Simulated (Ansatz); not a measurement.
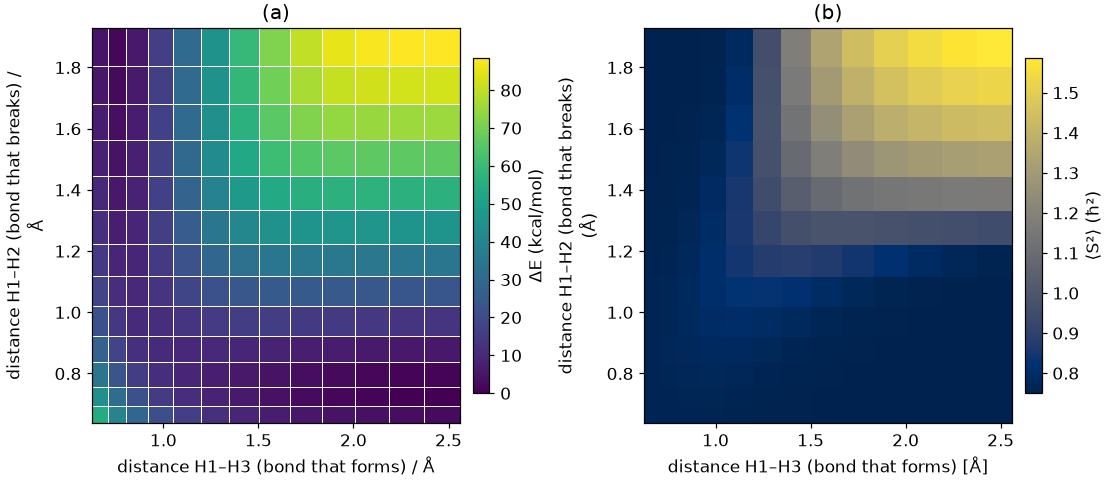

The reacting system H3, spin multiplicity 2. 
- The first coordinate is: distance H1–H3 (bond that forms); the second: distance H1–H2 (bond that breaks).
- Relaxed at each point: all other coordinates.
- The scan uses a 13 × 13 grid.
- Points are written as (first, second).
- Energies are in kcal/mol, from the lowest grid point.
- In part of the range the unrestricted reference is strongly spin-contaminated.
- Computed with UHF-CCSD(T), frozen core/def2-TZVP in Ansatz.

Panel (a) is the energy and panel (b) the computed ⟨S²⟩ on the same grid.

Drawn: one coloured cell a grid point.

> How does the ⟨S²⟩ vary over the map, and what is it at the lowest grid point?

Leaving out the highest fifth of the energies, it runs from 0.75 ħ² at (2.466 Å, 0.666 Å) to 1.09 ħ² at (1.423 Å, 1.504 Å). At the lowest grid point, (2.466 Å, 0.720 Å), it is 0.75 ħ². That point lies on the edge of the scan.

| second ↓, first → | 0.666 | 0.747 | 0.858 | 0.984 | 1.122 | 1.269 | 1.423 | 1.584 | 1.750 | 1.922 | 2.099 | 2.280 | 2.466 |
| --- | --- | --- | --- | --- | --- | --- | --- | --- | --- | --- | --- | --- | --- |
| 1.866 | 0.75 | 0.75 | 0.75 | 0.76 | 0.78 | 0.96 | 1.18 | 1.34 | 1.44 | 1.51 | 1.55 | 1.57 | 1.59 |
| 1.742 | 0.75 | 0.75 | 0.75 | 0.76 | 0.80 | 0.97 | 1.16 | 1.30 | 1.39 | 1.45 | 1.49 | 1.51 | 1.53 |
| 1.621 | 0.75 | 0.75 | 0.76 | 0.77 | 0.82 | 0.97 | 1.13 | 1.25 | 1.33 | 1.38 | 1.41 | 1.43 | 1.44 |
| 1.504 | 0.75 | 0.75 | 0.76 | 0.78 | 0.84 | 0.97 | 1.09 | 1.18 | 1.24 | 1.28 | 1.30 | 1.32 | 1.33 |
| 1.389 | 0.75 | 0.76 | 0.76 | 0.79 | 0.85 | 0.95 | 1.03 | 1.09 | 1.12 | 1.14 | 1.15 | 1.16 | 1.16 |
| 1.278 | 0.76 | 0.76 | 0.77 | 0.80 | 0.86 | 0.92 | 0.96 | 0.98 | 0.98 | 0.97 | 0.96 | 0.96 | 0.95 |
| 1.171 | 0.76 | 0.76 | 0.78 | 0.81 | 0.85 | 0.88 | 0.88 | 0.87 | 0.84 | 0.81 | 0.79 | 0.77 | 0.76 |
| 1.068 | 0.76 | 0.77 | 0.78 | 0.80 | 0.83 | 0.83 | 0.82 | 0.79 | 0.77 | 0.76 | 0.75 | 0.75 | 0.75 |
| 0.970 | 0.76 | 0.77 | 0.78 | 0.80 | 0.80 | 0.80 | 0.78 | 0.77 | 0.76 | 0.75 | 0.75 | 0.75 | 0.75 |
| 0.878 | 0.76 | 0.77 | 0.78 | 0.78 | 0.78 | 0.77 | 0.76 | 0.76 | 0.75 | 0.75 | 0.75 | 0.75 | 0.75 |
| 0.794 | 0.76 | 0.77 | 0.77 | 0.77 | 0.77 | 0.76 | 0.76 | 0.75 | 0.75 | 0.75 | 0.75 | 0.75 | 0.75 |
| 0.720 | 0.76 | 0.77 | 0.77 | 0.77 | 0.76 | 0.76 | 0.75 | 0.75 | 0.75 | 0.75 | 0.75 | 0.75 | 0.75 |
| 0.666 | 0.76 | 0.76 | 0.76 | 0.76 | 0.76 | 0.76 | 0.75 | 0.75 | 0.75 | 0.75 | 0.75 | 0.75 | 0.75 |
